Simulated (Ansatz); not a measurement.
**ClFGeH2···PH3: density, localisation and related maps**

```xyz
9

Ge   -0.1964   -0.1769   -0.1218
F    -0.2445   -0.3283    1.5815
H     1.2546    0.0115   -0.5536
Cl   -1.3751    1.5299   -0.6646
H    -0.9004   -1.4215   -0.6718
P     1.1407    2.7697    1.1828
H     2.4117    2.7801    1.8479
H     1.7019    2.2099   -0.0051
H     0.7860    1.5193    1.7580
```

Not at a stationary point (largest force 1.2 eV/Å).

Computed with RKS PBE0-D4/def2-SVP (Ansatz 0.2.0).

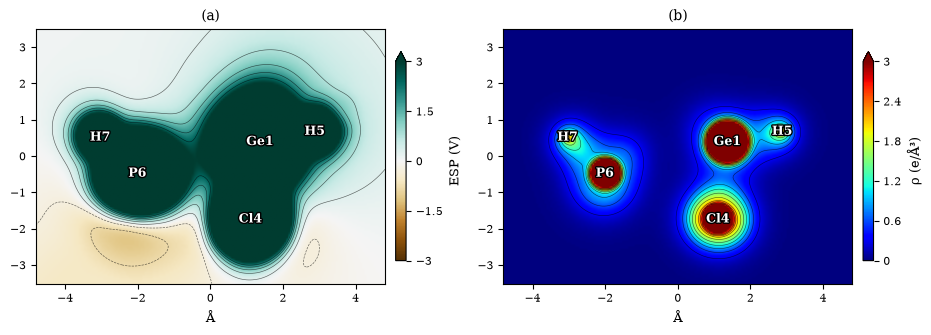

Figure 1. (a) electrostatic potential; (b) total electron density on the plane of atoms Cl4, Ge1 and H5.

Interpret the plot.

Answer. Atoms in the plane: Ge, Cl, H and P. Ge–Cl (2.14 Å): ρ at the midpoint is about 0.74 e/Å³. P–H (1.43 Å): ρ at the midpoint is about 1 e/Å³. Ge–H (1.53 Å): the density is about 1.1 e/Å³ at the midpoint. Outside the dense part of the complex the potential is most negative (−1.1 V) near P6.

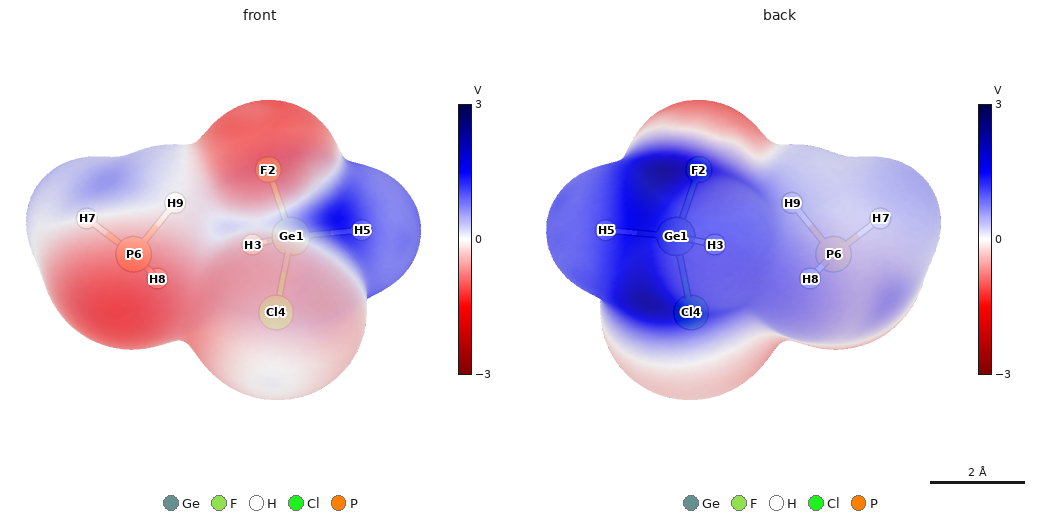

Figure 2. The electrostatic potential painted on the density surface at 0.002 e/bohr³, seen from the front and from behind; red is negative and blue positive.

Where is the surface potential most negative and most positive?

Answer. The most negative region (about −1.1 V) lies over P6, the most positive (about +2.1 V) over Ge1.

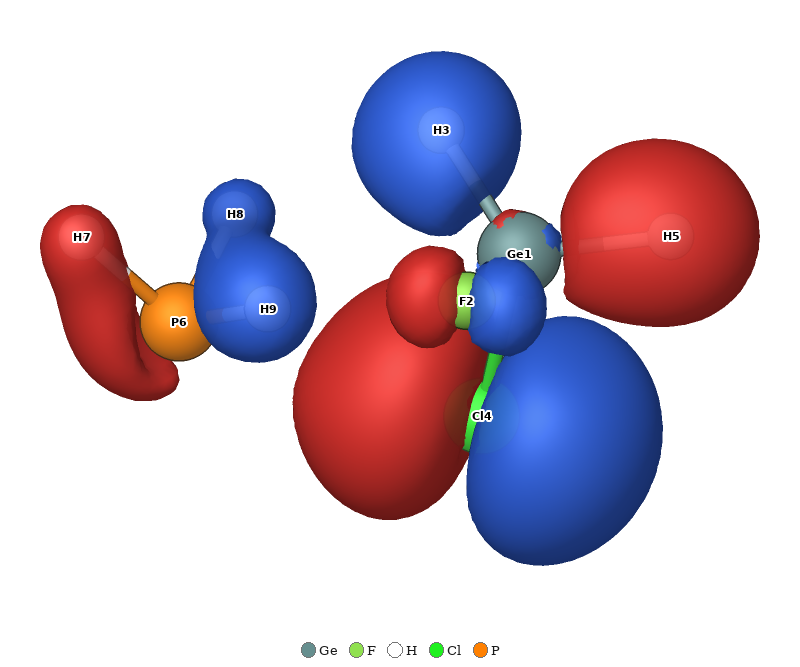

Figure 3. The HOMO−1 at ±0.08 Å⁻³ᐟ² (red and blue are the two phases), seen from one side.

What is the character of this orbital?

Answer. By Hirshfeld shares it lies mainly on Cl4 (about 65 %), Ge1 (about 10 %) and H5 (about 5 %); largely a lone pair of Cl4. Its energy is −9.19 eV.

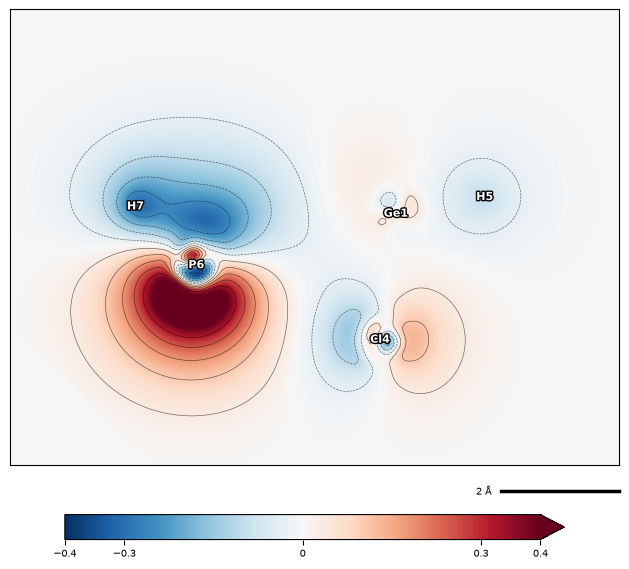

Figure 4. The HOMO on the plane of atoms Cl4, Ge1 and H5 (values in Å⁻³ᐟ²; the overall sign is arbitrary).

Where does this orbital lie, and at what energy?

Answer. It lies mainly on P6 (about 75 %) and H7 (about 5 %); largely a lone pair of P6. Its energy is −7.55 eV.
